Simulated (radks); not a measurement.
# Numerical settings for Sn⁺

How sensitive is the result for the tin ion Sn+ to mesh, mixing and thresholds? A default run comes first. The defaults are a mesh step of 0.008 in ln r, a mesh end at 40 bohr or more, Anderson mixing 0.5 over 9 steps and a tight residual threshold, with the energy settled to 1e-9 hartree as well; every run has a cap on iterations.

The numbers are computed with radks (a radial shooting solver on a logarithmic mesh, Libxc functionals) version 1 (Dirac Kohn-Sham, PBE, spin-unpolarised, spherical densities, finite nucleus; open shells are shared between the two j in proportion to 2j + 1), except any that are marked as measured or tabulated.

## (1) What is computed

| Property | Result |
| --- | --- |
| element | tin (Z = 50) |
| charge | +1 |
| electrons | 49 |
| configuration | [Kr] 4d10 5s2 5p1 |
| nuclear rms radius | 4.6519 fm |

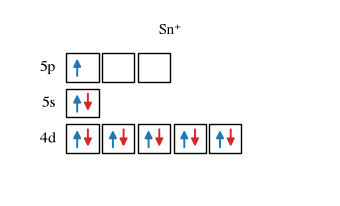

Outer shells as boxes.

In the logs a row gives level, spin channel, occupation and eigenvalue; Etot, Ekin, Encl (electron-nucleus), Eh (Hartree) and Exc are energies, all in hartree; err is the last residual, it the number of iterations.

## (2) Default settings

Input:

```text
Z 50
configuration [Kr] 4d10 5s2 5p1
relativity Dirac
functional pbe,pbe
spin unpolarised
j_filling average
nucleus finite rms 4.6519 fm
c 137.035999084
max_iterations 93
```

Run with:

```console
$ python run_ks.py task.json out
```

This one command runs every case of the session in turn.

The program printed:

```text
1s1/2   1   2.0000       -1065.78055616
2s1/2   1   2.0000        -161.09841023
2p1/2   1   2.0000        -150.50142126
2p3/2   1   4.0000        -142.02573993
3s1/2   1   2.0000         -31.32677802
3p1/2   1   2.0000         -27.02154935
3p3/2   1   4.0000         -25.47384563
3d3/2   1   4.0000         -17.86506396
3d5/2   1   6.0000         -17.54560373
4s1/2   1   2.0000          -5.21140990
4p1/2   1   2.0000          -3.78034133
4p3/2   1   4.0000          -3.50223351
4d3/2   1   4.0000          -1.26477762
4d5/2   1   6.0000          -1.22642617
5s1/2   1   2.0000          -0.65428753
5p1/2   1   0.3333          -0.39132530
5p3/2   1   0.6667          -0.37038121
Etot -6178.586877031429
Ekin 6505.54932653582
Encl -14983.738362942284
Eh 2464.6196467838417
Exc -165.0174874088072
err 7.336373361890978e-09
it 14
```

It took 0.17 s on 1 thread of Arm Neoverse N1, shared host; peak memory 0.23 GiB.

The top filled level is 5p3/2, -10.079 eV.

Radial moments (bohr):

```csv
level,occupation,energy (eV),<r>,outermost maximum (interpolated),90 % within,nodes
4s1/2,2,-141.81,0.8187,0.746,1.19,3
4p1/2,2,-102.87,0.8657,0.772,1.27,2
4p3/2,4,-95.301,0.8954,0.797,1.32,2
4d3/2,4,-34.416,1.088,0.881,1.69,1
4d5/2,6,-33.373,1.103,0.891,1.72,1
5s1/2,2,-17.804,2.307,1.98,3.39,4
5p1/2,0.333333,-10.649,2.832,2.36,4.24,3
5p3/2,0.666667,-10.079,2.939,2.46,4.40,3
```

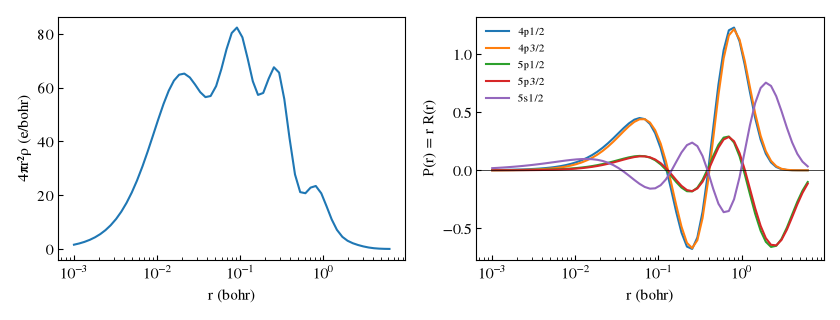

Radial density (left) and radial functions of outer levels (right).

## (3) Mesh step in ln r 0.12

Settings, as their differences from step 2:

```diff
@@ -8,2 +8,3 @@
 c 137.035999084
+mesh_step 0.12
 max_iterations 93
```

The program printed:

```text
Etot None
Ekin -2.2045901195854626e+104
Encl -1.4507918983142932e+97
Eh 4.190065936549442e+190
Exc None
err None
it 2
```

Run time: 0.01 s. Hardware: 1 thread of Arm Neoverse N1, shared host; peak memory 0.23 GiB.

An occupied level is unbound or could not be solved, so this is no valid solution, whatever the residual; it is left out below.

## (4) Mesh step in ln r 0.03

Settings, as their differences from step 3:

```diff
@@ -8,3 +8,3 @@
 c 137.035999084
-mesh_step 0.12
+mesh_step 0.03
 max_iterations 93
```

The program printed:

```text
1s1/2   1   2.0000       -1065.78055616
2s1/2   1   2.0000        -161.09841039
2p1/2   1   2.0000        -150.50142126
2p3/2   1   4.0000        -142.02574009
3s1/2   1   2.0000         -31.32677760
3p1/2   1   2.0000         -27.02154895
3p3/2   1   4.0000         -25.47384525
3d3/2   1   4.0000         -17.86506408
3d5/2   1   6.0000         -17.54560384
4s1/2   1   2.0000          -5.21140980
4p1/2   1   2.0000          -3.78034123
4p3/2   1   4.0000          -3.50223353
4d3/2   1   4.0000          -1.26477763
4d5/2   1   6.0000          -1.22642621
5s1/2   1   2.0000          -0.65428752
5p1/2   1   0.3333          -0.39132529
5p3/2   1   0.6667          -0.37038120
Etot -6178.586873155115
Ekin 6505.549336498245
Encl -14983.738366272471
Eh 2464.6196439493397
Exc -165.0174873302284
err 7.308745737006757e-09
it 14
```

Run time: 0.06 s. Hardware: 1 thread of Arm Neoverse N1, shared host; peak memory 0.23 GiB.

Change of E against the default run: +0.003876 mhartree.

## (5) Mesh step in ln r 0.005

Settings, as their differences from step 4:

```diff
@@ -8,3 +8,3 @@
 c 137.035999084
-mesh_step 0.03
+mesh_step 0.005
 max_iterations 93
```

The program printed:

```text
1s1/2   1   2.0000       -1065.78055616
2s1/2   1   2.0000        -161.09841023
2p1/2   1   2.0000        -150.50142126
2p3/2   1   4.0000        -142.02573992
3s1/2   1   2.0000         -31.32677802
3p1/2   1   2.0000         -27.02154935
3p3/2   1   4.0000         -25.47384563
3d3/2   1   4.0000         -17.86506396
3d5/2   1   6.0000         -17.54560373
4s1/2   1   2.0000          -5.21140990
4p1/2   1   2.0000          -3.78034133
4p3/2   1   4.0000          -3.50223351
4d3/2   1   4.0000          -1.26477762
4d5/2   1   6.0000          -1.22642617
5s1/2   1   2.0000          -0.65428753
5p1/2   1   0.3333          -0.39132530
5p3/2   1   0.6667          -0.37038121
Etot -6178.586877034558
Ekin 6505.549326551481
Encl -14983.738362959179
Eh 2464.6196467817663
Exc -165.01748740862723
err 8.712962675883246e-09
it 14
```

It took 0.26 s on 1 thread of Arm Neoverse N1, shared host; peak memory 0.23 GiB.

Change of E against the default run: under 1e-4 mhartree.

## (6) Mesh end (bohr) 20

Settings, as their differences from step 5:

```diff
@@ -8,3 +8,3 @@
 c 137.035999084
-mesh_step 0.005
+mesh_end 20
 max_iterations 93
```

The program printed:

```text
1s1/2   1   2.0000       -1065.78055616
2s1/2   1   2.0000        -161.09841023
2p1/2   1   2.0000        -150.50142126
2p3/2   1   4.0000        -142.02573993
3s1/2   1   2.0000         -31.32677802
3p1/2   1   2.0000         -27.02154935
3p3/2   1   4.0000         -25.47384563
3d3/2   1   4.0000         -17.86506396
3d5/2   1   6.0000         -17.54560373
4s1/2   1   2.0000          -5.21140990
4p1/2   1   2.0000          -3.78034133
4p3/2   1   4.0000          -3.50223351
4d3/2   1   4.0000          -1.26477762
4d5/2   1   6.0000          -1.22642617
5s1/2   1   2.0000          -0.65428753
5p1/2   1   0.3333          -0.39132530
5p3/2   1   0.6667          -0.37038121
Etot -6178.586877032534
Ekin 6505.549326546379
Encl -14983.738362957178
Eh 2464.619646787155
Exc -165.01748740889096
err 7.334308159602707e-09
it 14
```

Wall time 0.16 s (1 thread of Arm Neoverse N1, shared host); peak memory 0.23 GiB.

Change of E against the default run: under 1e-4 mhartree.

## (7) Mesh end (bohr) 5

Settings, as their differences from step 6:

```diff
@@ -8,3 +8,3 @@
 c 137.035999084
-mesh_end 20
+mesh_end 5
 max_iterations 93
```

The program printed:

```text
1s1/2   1   2.0000       -1065.72734580
2s1/2   1   2.0000        -161.04691650
2p1/2   1   2.0000        -150.44973694
2p3/2   1   4.0000        -141.97411578
3s1/2   1   2.0000         -31.27573151
3p1/2   1   2.0000         -26.97047793
3p3/2   1   4.0000         -25.42280208
3d3/2   1   4.0000         -17.81404133
3d5/2   1   6.0000         -17.49458807
4s1/2   1   2.0000          -5.16146938
4p1/2   1   2.0000          -3.73053193
4p3/2   1   4.0000          -3.45250626
4d3/2   1   4.0000          -1.21644188
4d5/2   1   6.0000          -1.17820184
5s1/2   1   2.0000          -0.61130584
5p1/2   1   0.3333          -0.32746107
5p3/2   1   0.6667          -0.30108315
Etot -6178.525581387634
Ekin 6505.945460173299
Encl -14986.444846197248
Eh 2467.0520222064633
Exc -165.07821757014875
err 2.452894105578355e-09
it 15
```

Wall time 0.16 s (1 thread of Arm Neoverse N1, shared host); peak memory 0.23 GiB.

Change of E against the default run: +61.3 mhartree.

## (8) Residual threshold 0.1

Settings, as their differences from step 7:

```diff
@@ -8,3 +8,3 @@
 c 137.035999084
-mesh_end 5
+threshold 0.1
 max_iterations 93
```

The program printed:

```text
1s1/2   1   2.0000       -1065.78041458
2s1/2   1   2.0000        -161.09810843
2p1/2   1   2.0000        -150.50111620
2p3/2   1   4.0000        -142.02543264
3s1/2   1   2.0000         -31.32650958
3p1/2   1   2.0000         -27.02128000
3p3/2   1   4.0000         -25.47357562
3d3/2   1   4.0000         -17.86478793
3d5/2   1   6.0000         -17.54532790
4s1/2   1   2.0000          -5.21102943
4p1/2   1   2.0000          -3.77995582
4p3/2   1   4.0000          -3.50184408
4d3/2   1   4.0000          -1.26438960
4d5/2   1   6.0000          -1.22603837
5s1/2   1   2.0000          -0.65403970
5p1/2   1   0.3333          -0.39112764
5p3/2   1   0.6667          -0.37019280
Etot -6178.586876959796
Ekin 6505.548193306478
Encl -14983.728845514892
Eh 2464.6110056361867
Exc -165.0172303875694
err 0.0004966531780315567
it 8
```

Run time: 0.12 s. Hardware: 1 thread of Arm Neoverse N1, shared host; peak memory 0.23 GiB.

Change of E against the default run: under 1e-4 mhartree.

## (9) Residual threshold 1e-16

Settings, as their differences from step 8:

```diff
@@ -8,3 +8,3 @@
 c 137.035999084
-threshold 0.1
+threshold 1e-16
 max_iterations 93
```

The program printed:

```text
1s1/2   1   2.0000       -1065.78055616
2s1/2   1   2.0000        -161.09841024
2p1/2   1   2.0000        -150.50142127
2p3/2   1   4.0000        -142.02573993
3s1/2   1   2.0000         -31.32677803
3p1/2   1   2.0000         -27.02154936
3p3/2   1   4.0000         -25.47384564
3d3/2   1   4.0000         -17.86506396
3d5/2   1   6.0000         -17.54560373
4s1/2   1   2.0000          -5.21140990
4p1/2   1   2.0000          -3.78034133
4p3/2   1   4.0000          -3.50223352
4d3/2   1   4.0000          -1.26477762
4d5/2   1   6.0000          -1.22642618
5s1/2   1   2.0000          -0.65428753
5p1/2   1   0.3333          -0.39132530
5p3/2   1   0.6667          -0.37038121
Etot -6178.586877031102
Ekin 6505.549326552829
Encl -14983.73836297791
Eh 2464.619646804259
Exc -165.01748741027913
err 6.32034526349238e-13
it 93
```

Run time: 0.55 s. Hardware: 1 thread of Arm Neoverse N1, shared host; peak memory 0.23 GiB.

Not converged, so its numbers are not used.

## (10) Mixing 1

Settings, as their differences from step 9:

```diff
@@ -8,3 +8,3 @@
 c 137.035999084
-threshold 1e-16
+mixing 1
 max_iterations 93
```

The program printed:

```text
1s1/2   1   2.0000       -1065.78055616
2s1/2   1   2.0000        -161.09841024
2p1/2   1   2.0000        -150.50142126
2p3/2   1   4.0000        -142.02573993
3s1/2   1   2.0000         -31.32677803
3p1/2   1   2.0000         -27.02154936
3p3/2   1   4.0000         -25.47384564
3d3/2   1   4.0000         -17.86506396
3d5/2   1   6.0000         -17.54560373
4s1/2   1   2.0000          -5.21140990
4p1/2   1   2.0000          -3.78034133
4p3/2   1   4.0000          -3.50223351
4d3/2   1   4.0000          -1.26477762
4d5/2   1   6.0000          -1.22642617
5s1/2   1   2.0000          -0.65428753
5p1/2   1   0.3333          -0.39132530
5p3/2   1   0.6667          -0.37038121
Etot -6178.586877031418
Ekin 6505.549326533286
Encl -14983.738362929642
Eh 2464.6196467741556
Exc -165.01748740921786
err 1.3899074288755364e-09
it 13
```

It took 0.16 s on 1 thread of Arm Neoverse N1, shared host; peak memory 0.23 GiB.

Change of E against the default run: under 1e-4 mhartree.

## (11) Mixing history 1, mixing 0.2

Settings, as their differences from step 10:

```diff
@@ -8,3 +8,4 @@
 c 137.035999084
-mixing 1
+history 1
+mixing 0.2
 max_iterations 93
```

The program printed:

```text
1s1/2   1   2.0000       -1065.78055615
2s1/2   1   2.0000        -161.09841024
2p1/2   1   2.0000        -150.50142127
2p3/2   1   4.0000        -142.02573993
3s1/2   1   2.0000         -31.32677803
3p1/2   1   2.0000         -27.02154936
3p3/2   1   4.0000         -25.47384564
3d3/2   1   4.0000         -17.86506396
3d5/2   1   6.0000         -17.54560373
4s1/2   1   2.0000          -5.21140990
4p1/2   1   2.0000          -3.78034134
4p3/2   1   4.0000          -3.50223352
4d3/2   1   4.0000          -1.26477762
4d5/2   1   6.0000          -1.22642618
5s1/2   1   2.0000          -0.65428753
5p1/2   1   0.3333          -0.39132530
5p3/2   1   0.6667          -0.37038121
Etot -6178.586877031425
Ekin 6505.549326484565
Encl -14983.738362910157
Eh 2464.6196468041107
Exc -165.017487409943
err 8.825257658556475e-09
it 88
```

Run time: 0.71 s. Hardware: 1 thread of Arm Neoverse N1, shared host; peak memory 0.23 GiB.

Change of E against the default run: under 1e-4 mhartree.

## (12) Mixing history 1, mixing 0.05

Settings, as their differences from step 11:

```diff
@@ -9,3 +9,3 @@
 history 1
-mixing 0.2
+mixing 0.05
 max_iterations 93
```

The program printed:

```text
1s1/2   1   2.0000       -1065.75358699
2s1/2   1   2.0000        -161.09728405
2p1/2   1   2.0000        -150.50459522
2p3/2   1   4.0000        -142.02892214
3s1/2   1   2.0000         -31.32840422
3p1/2   1   2.0000         -27.02411178
3p3/2   1   4.0000         -25.47633799
3d3/2   1   4.0000         -17.86761737
3d5/2   1   6.0000         -17.54814318
4s1/2   1   2.0000          -5.21285350
4p1/2   1   2.0000          -3.78201746
4p3/2   1   4.0000          -3.50394070
4d3/2   1   4.0000          -1.26657392
4d5/2   1   6.0000          -1.22823007
5s1/2   1   2.0000          -0.65570718
5p1/2   1   0.3333          -0.39252473
5p3/2   1   0.6667          -0.37153738
Etot -6178.586872944005
Ekin 6505.409516515005
Encl -14983.616211698441
Eh 2464.6372366565947
Exc -165.01741441716302
err 0.01851700602765972
it 93
```

Wall time 0.87 s (1 thread of Arm Neoverse N1, shared host); peak memory 0.23 GiB.

The cycle did not converge; nothing is taken from this run.

## (13) Mixing history 3

Settings, as their differences from step 12:

```diff
@@ -8,4 +8,3 @@
 c 137.035999084
-history 1
-mixing 0.05
+history 3
 max_iterations 93
```

The program printed:

```text
1s1/2   1   2.0000       -1065.78055618
2s1/2   1   2.0000        -161.09841024
2p1/2   1   2.0000        -150.50142127
2p3/2   1   4.0000        -142.02573993
3s1/2   1   2.0000         -31.32677803
3p1/2   1   2.0000         -27.02154935
3p3/2   1   4.0000         -25.47384564
3d3/2   1   4.0000         -17.86506396
3d5/2   1   6.0000         -17.54560373
4s1/2   1   2.0000          -5.21140990
4p1/2   1   2.0000          -3.78034133
4p3/2   1   4.0000          -3.50223351
4d3/2   1   4.0000          -1.26477762
4d5/2   1   6.0000          -1.22642617
5s1/2   1   2.0000          -0.65428753
5p1/2   1   0.3333          -0.39132530
5p3/2   1   0.6667          -0.37038121
Etot -6178.586877031407
Ekin 6505.549326638516
Encl -14983.738363045564
Eh 2464.619646786058
Exc -165.01748741041575
err 4.208147039220144e-09
it 16
```

Run time: 0.18 s. Hardware: 1 thread of Arm Neoverse N1, shared host; peak memory 0.23 GiB.

Change of E against the default run: under 1e-4 mhartree.

## (14) Iteration cap 8

Settings, as their differences from step 13:

```diff
@@ -8,3 +8,2 @@
 c 137.035999084
-history 3
-max_iterations 93
+max_iterations 8
```

The program printed:

```text
1s1/2   1   2.0000       -1065.78037739
2s1/2   1   2.0000        -161.09822973
2p1/2   1   2.0000        -150.50123819
2p3/2   1   4.0000        -142.02555724
3s1/2   1   2.0000         -31.32660628
3p1/2   1   2.0000         -27.02137726
3p3/2   1   4.0000         -25.47367387
3d3/2   1   4.0000         -17.86489176
3d5/2   1   6.0000         -17.54543165
4s1/2   1   2.0000          -5.21126513
4p1/2   1   2.0000          -3.78020038
4p3/2   1   4.0000          -3.50209493
4d3/2   1   4.0000          -1.26465428
4d5/2   1   6.0000          -1.22630393
5s1/2   1   2.0000          -0.65423538
5p1/2   1   0.3333          -0.39128619
5p3/2   1   0.6667          -0.37034431
Etot -6178.586877011025
Ekin 6505.544087233491
Encl -14983.72509915074
Eh 2464.611327993846
Exc -165.01719308761997
err 0.00033804153802973873
it 8
```

Run time: 0.1 s. Hardware: 1 thread of Arm Neoverse N1, shared host; peak memory 0.23 GiB.

The cycle did not converge; nothing is taken from this run.

## (15) Results

```
                      setting  mesh points  iterations  converged  change of E (mhartree)    time
             Default settings         2314          14        yes                       0  0.17 s
       mesh step in ln r 0.12          155           2         no                       -  0.01 s
       mesh step in ln r 0.03          618          14        yes               +0.003876  0.06 s
      mesh step in ln r 0.005         3703          14        yes                       0  0.26 s
           mesh end (bohr) 20         2102          14        yes                       0  0.16 s
            mesh end (bohr) 5         1929          15        yes                   +61.3  0.16 s
       residual threshold 0.1         2314           8        yes                       0  0.12 s
     residual threshold 1e-16         2314          93         no                       -  0.55 s
                     mixing 1         2314          13        yes                       0  0.16 s
 mixing history 1, mixing 0.2         2314          88        yes                       0  0.71 s
mixing history 1, mixing 0.05         2314          93         no                       -  0.87 s
             mixing history 3         2314          16        yes                       0  0.18 s
              iteration cap 8         2314           8         no                       -   0.1 s
```

In words: A zero stands for a change under the printed digits. Converged yet off by more than 1 mhartree: mesh end (bohr) 5. Convergence of the cycle says nothing about the mesh. Not converged or rejected: mesh step in ln r 0.12; residual threshold 1e-16; mixing history 1, mixing 0.05; iteration cap 8. A mesh that ends early acts as a hard wall.
